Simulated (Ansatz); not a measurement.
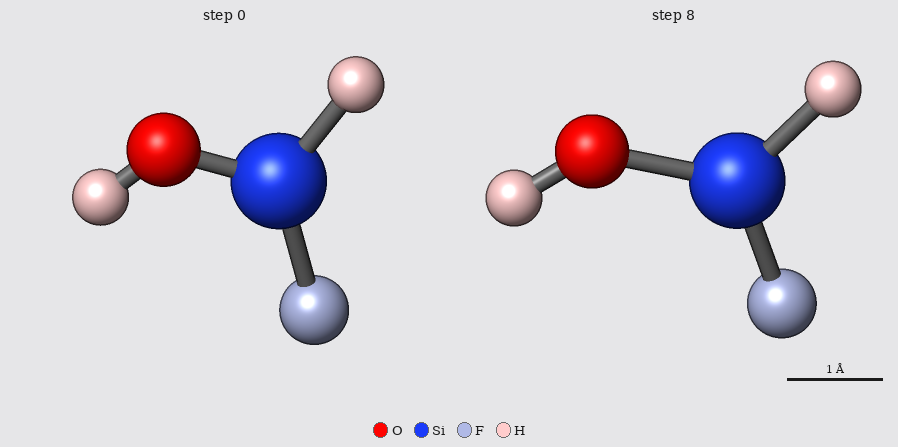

The structure of SiH$_{2}$OF (charge +1) before (left) and after (right) a relaxation, at one scale.

The picture is a ball-and-stick view, seen at a tilt.

It is one of the separated reactants of a reaction.

The calculation used RKS PBE-D4/def2-SVP (Ansatz). (force threshold 0.03 eV/Å; at most 250 steps)

What changed between the two?

The atom that moves furthest after the best rigid fit is an H atom (0.38 Å). Largest moves by element: H 0.38 Å, O 0.22 Å, F 0.21 Å, Si 0.10 Å. Some distances before and after: H–Si 1.883 → 2.358 Å, O–Si 1.287 → 1.586 Å, H–O 0.864 → 0.982 Å, H–Si 1.401 → 1.474 Å. Among the angles between lasting bonds that change: O–Si–H 106.2° → 118.2°, F–Si–H 131.2° → 119.4°, Si–O–H 121.0° → 132.0°. Over 8 geometry steps the energy falls by 104.8 kcal/mol. Largest force component: 22 eV/Å at the start, 0.0036 eV/Å at the end. Cost: 6.5 s on 2 threads of Arm Neoverse V2, on a shared host.
